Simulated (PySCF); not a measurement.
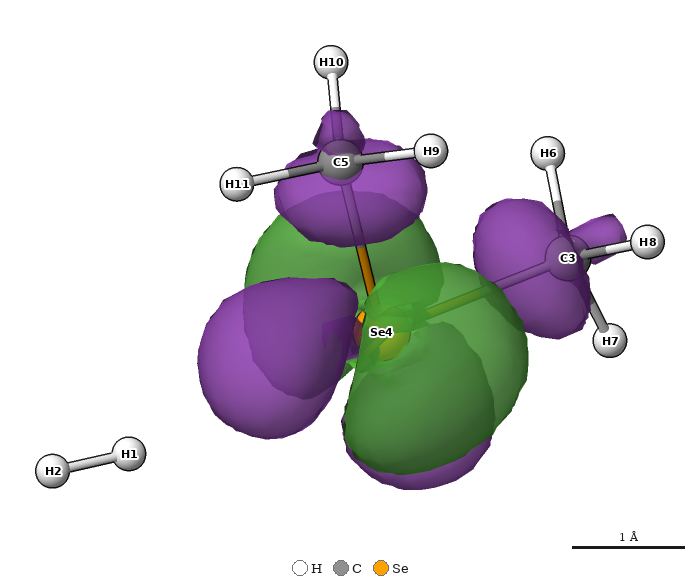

Figure 1: C₂H₈Se, SMILES `[H][H].C[Se]C`. Unrelaxed difference density of S₁ less the ground state (TDA singlet states), ±0.04 e/Å³; purple: gain, green: loss.

Level of theory: LC-wPBE/def2-SVP (PySCF), at a geometry from GFN2-xTB. The pair's geometry is semi-empirical, so its contact may be too short or too long. GFN2-xTB bond lengths at metals and heavier atoms can be off by up to 0.1 Å and shapes distorted, which carries into these values. Without diffuse functions Rydberg states are missing, so the states' numbers hold for this basis only.

Question: How does the charge move on excitation?

Answer: 0.72 e is displaced in all, of which about 0.3 e passes between atoms: Se4 (0.28 e) loses electrons and C3 (0.10 e) and C5 (0.08 e) gain them. The state: 5.12 eV (242 nm), f = 0.000 (dark), n → σ*; the leading pair carries 100 %; hole on Se4 (84 %), electron on Se4 (56 %), C3 (14 %) and C5 (12 %); their centroids lie 0.1 Å apart.
